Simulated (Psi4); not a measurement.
# CH3BF3Ge+ (SMILES [CH3][Ge+]([F])[B](F)F) at B3LYP/6-31G(d) (spherical functions)

Aim: the energy change on altering one bond length of CH3BF3Ge+ at B3LYP/6-31G* (spherical functions), from 2 runs. 

The calculation is run with Psi4 1.11.

6 further runs of the same task are left out: 4 that didn't finish, 2 set aside as unsound or not needed.

### Step 1. The structure to begin with

CH3BF3Ge+: 9 atoms, total charge +1, spin state singlet. SMILES: `[CH3][Ge+]([F])[B](F)F`. The shape comes from GFN2-xTB, which is rough for such elements, and wasn't checked as a minimum.

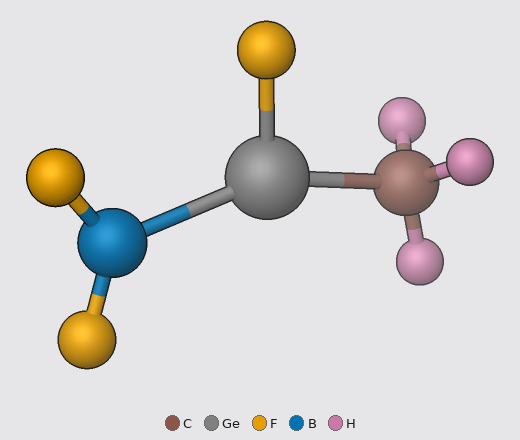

Viewed from a chosen angle; carbon brown, germanium grey, fluorine amber, boron blue, hydrogen pink.

### Step 2. Energy and gradient at B3LYP/6-31G(d) (spherical functions)

ch3bf3ge.dat reads:

```
memory 1.6 GB

molecule geom {
  1 1
  C
  Ge 1 2.003447
  F 2 1.729371 1 103.76596
  B 2 2.228337 3 101.29543 1 179.92865
  F 4 1.274379 2 115.3229 3 3.0259
  F 4 1.276445 5 125.18282 2 179.91837
  H 1 1.091959 2 111.81238 3 176.29358
  H 1 1.09671 7 110.937 2 119.50696
  H 1 1.096794 7 110.66542 8 121.01609
  symmetry c1
}

set puream true
set e_convergence 1e-09
set d_convergence 1e-08
set scf_type pk
set dft_radial_points 99
set dft_spherical_points 590

E, wfn = gradient('b3lyp/6-31G*', return_wfn=True)
oeprop(wfn, 'MULLIKEN_CHARGES', 'DIPOLE', 'QUADRUPOLE', title='B3LYP')
print_variables()
```

The run is started by

```console
$ psi4 -i ch3bf3ge.dat -o ch3bf3ge.out -n 1
```

ch3bf3ge.out, cut to the lines that bear on the results:

```text
[...]
  Running in c1 symmetry.
[...]
  Nuclear repulsion =  431.116030251752250
[...]
  Multiplicity = 1
[...]
  Nalpha       = 36
  Nbeta        = 36
[...]
    Number of basis functions: 108
[...]
   @RKS iter   1: -2439.58328184576476   -2.42322e+00   2.49570e-02 ADIIS/DIIS
[...]
   @RKS iter  13: -2440.88791319275879   -3.18323e-12   2.22186e-09 DIIS
[...]
  @RKS Final Energy: -2440.88791319275879
   => Energetics <=
    Nuclear Repulsion Energy =            431.1160302517522496
    One-Electron Energy =               -4240.6717158806568477
    Two-Electron Energy =                1466.0415273812313899
    DFT Exchange-Correlation Energy =     -97.3737549450855511
    Empirical Dispersion Energy =           0.0000000000000000
    VV10 Nonlocal Energy =                  0.0000000000000000
    Total Energy =                      -2440.8879131927587878
[...]
  -Total Gradient:
     Atom            X                  Y                   Z
    ------   -----------------  -----------------  -----------------
       1        0.000286317207    -0.006763077177    -0.008875260049
       2        0.000006933727     0.012661251316     0.005554708888
       3       -0.000038611772    -0.005060333698     0.000696112241
       4       -0.000063730002     0.000928754995     0.015329971240
       5       -0.001018058935     0.017088389315    -0.008817631713
       6        0.001073023588    -0.018879212693     0.004557025817
       7       -0.000045661902    -0.000331703614    -0.001447507098
       8        0.000474208887     0.000159246881    -0.003585559828
       9       -0.000698207424     0.000187403702    -0.003397507449
[...]
 Multipole Moments:
 ------------------------------------------------------------------------------------
     Multipole            Electronic (a.u.)      Nuclear  (a.u.)        Total (a.u.)
 ------------------------------------------------------------------------------------
 L = 1.  Multiply by 2.5417464519 to convert [e a0] to [Debye]
 Dipole X            :         -0.0014134            0.0061290            0.0047156
 Dipole Y            :          0.8114167           -0.0932987            0.7181180
 Dipole Z            :          5.9526226           -7.4281188           -1.4754962
 Magnitude           :                                                    1.6409768
 L = 2.  Multiply by 1.3450342976 to convert [e a0^2] to [Debye ang]
 Quadrupole XX       :        -32.4544621            5.9211517          -26.5333105
 Quadrupole XY       :          4.3609926           -4.2785272            0.0824654
[...]
  Mulliken Charges: (a.u.)
   Center  Symbol    Alpha    Beta     Spin     Total
       1     C     3.28493  3.28493  0.00000 -0.56986
       2    GE    15.65232 15.65232  0.00000  0.69537
       3     F     4.65269  4.65269  0.00000 -0.30538
       4     B     2.17899  2.17899  0.00000  0.64203
       5     F     4.56120  4.56120  0.00000 -0.12240
       6     F     4.56537  4.56537  0.00000 -0.13075
       7     H     0.37295  0.37295  0.00000  0.25409
       8     H     0.36541  0.36541  0.00000  0.26919
       9     H     0.36615  0.36615  0.00000  0.26770
   Total alpha = 36.00000, Total beta = 36.00000, Total charge =  1.00000
[...]
```

Run time: 29 s. Hardware: 1 thread of AMD EPYC 9R14 (Zen 4), shared host; peak memory 0.62 GiB.

### Step 3. The distorted shape

job.py reads:

```python
import psi4

psi4.set_memory('1600 MB')
psi4.set_num_threads(1)
psi4.core.set_output_file('run.log', False)

mol = psi4.geometry("""
1 1
C     -1.478473    -0.643256     0.672597
Ge     0.477087    -0.208266     0.691747
F      0.514307     1.520594     0.672197
B      2.652227    -0.691346     0.721517
F      3.433137     0.314074     0.779407
F      3.025687    -1.911216     0.679617
H     -1.654193    -1.719566     0.617337
H     -2.263930     0.280640    -0.885140
H     -1.913073    -0.226676     1.589407
symmetry c1
""")

psi4.set_options({
    'basis': '6-31G*',
    'puream': True,
    'e_convergence': 1e-09,
    'd_convergence': 1e-08,
    'scf_type': 'pk',
    'dft_radial_points': 99,
    'dft_spherical_points': 590,
})

e, wfn = psi4.gradient("b3lyp", molecule=mol, return_wfn=True)
psi4.oeprop(wfn, "MULLIKEN_CHARGES", "DIPOLE", "QUADRUPOLE", title="B3LYP")
print('gradient / Eh bohr^-1')
print(e.np.round(6))
print(f'energy = {wfn.energy():.10f} Eh')
```

The run is started by

```console
$ python job.py
```

run.log, cut to the lines that bear on the results:

```text
[...]
  Running in c1 symmetry.
[...]
  Nuclear repulsion =  427.921126362593498
[...]
  Multiplicity = 1
[...]
  Nalpha       = 36
  Nbeta        = 36
[...]
    Number of basis functions: 108
[...]
   @RKS iter   1: -2439.37046094167135   -2.42790e+00   2.50981e-02 DIIS/ADIIS
[...]
   @RKS iter  14: -2440.76086375747855   -4.54747e-12   4.06853e-09 DIIS
[...]
  @RKS Final Energy: -2440.76086375747855
   => Energetics <=
    Nuclear Repulsion Energy =            427.9211263625934976
    One-Electron Energy =               -4234.6737021905082656
    Two-Electron Energy =                1463.2306892138531111
    DFT Exchange-Correlation Energy =     -97.2389771434167614
    Empirical Dispersion Energy =           0.0000000000000000
    VV10 Nonlocal Energy =                  0.0000000000000000
    Total Energy =                      -2440.7608637574785462
[...]
  -Total Gradient:
     Atom            X                  Y                   Z
    ------   -----------------  -----------------  -----------------
       1       -0.003130043469    -0.018056291680     0.035147604867
       2        0.016852935550    -0.013141693257     0.005034892613
       3       -0.001529321613     0.004471194239    -0.001189304008
       4        0.015082900582     0.002549853041     0.001761411433
       5       -0.004793500936    -0.018580334216    -0.001229713183
       6        0.000297949073     0.019447313252     0.000559989149
       7        0.004005679045    -0.002504646733     0.009385095553
       8       -0.030540144682     0.033994572932    -0.057652058845
       9        0.003757019535    -0.008162216497     0.008171789686
[...]
  Mulliken Charges: (a.u.)
   Center  Symbol    Alpha    Beta     Spin     Total
       1     C     3.21612  3.21612  0.00000 -0.43224
       2    GE    15.67197 15.67197  0.00000  0.65605
       3     F     4.65490  4.65490  0.00000 -0.30980
       4     B     2.17873  2.17873  0.00000  0.64253
       5     F     4.56115  4.56115  0.00000 -0.12231
       6     F     4.56561  4.56561  0.00000 -0.13123
       7     H     0.37459  0.37459  0.00000  0.25083
       8     H     0.40909  0.40909  0.00000  0.18182
       9     H     0.36783  0.36783  0.00000  0.26435
   Total alpha = 36.00000, Total beta = 36.00000, Total charge =  1.00000
```

On the terminal:

```text
gradient / Eh bohr^-1
[[-0.00313  -0.018056  0.035148]
 [ 0.016853 -0.013142  0.005035]
 [-0.001529  0.004471 -0.001189]
 [ 0.015083  0.00255   0.001761]
 [-0.004794 -0.01858  -0.00123 ]
 [ 0.000298  0.019447  0.00056 ]
 [ 0.004006 -0.002505  0.009385]
 [-0.03054   0.033995 -0.057652]
 [ 0.003757 -0.008162  0.008172]]
energy = -2440.7608637575 Eh
```

Wall time 31 s (1 thread of AMD EPYC 9R14 (Zen 4), shared host); peak memory 0.61 GiB.

### Step 4. What came out

At B3LYP/6-31G* (spherical functions):

| quantity | value |
| --- | --- |
| first shape: total energy | -2440.88791 Eh |
| first shape: HOMO energy | -14.35 eV |
| first shape: LUMO energy | -9.17 eV |
| first shape: HOMO–LUMO gap | 5.19 eV |
| first shape: largest force on an atom | 1.000 eV/Å |
| distorted shape: total energy | -2440.76086 Eh |
| distorted shape: HOMO energy | -13.59 eV |
| distorted shape: LUMO energy | -9.14 eV |
| distorted shape: HOMO–LUMO gap | 4.45 eV |
| distorted shape: largest force on an atom | 3.783 eV/Å |
| energy change with the C1–H8 bond stretched from 1.097 to 1.974 Å | 3.457 eV |

What this shows: With the C1–H8 bond stretched from 1.097 to 1.974 Å the energy rises by 3.46 eV (80 kcal/mol). The first shape isn't relaxed at this level, so the change isn't measured from a minimum. The largest force (first shape) is 1.00 eV/Å: the shape isn't a stationary point for this species at this level. Mulliken charges (first shape) run from -0.57 on C1 to +0.70 on Ge2. Mulliken charges (distorted shape) run from -0.43 on C1 to +0.66 on Ge2.
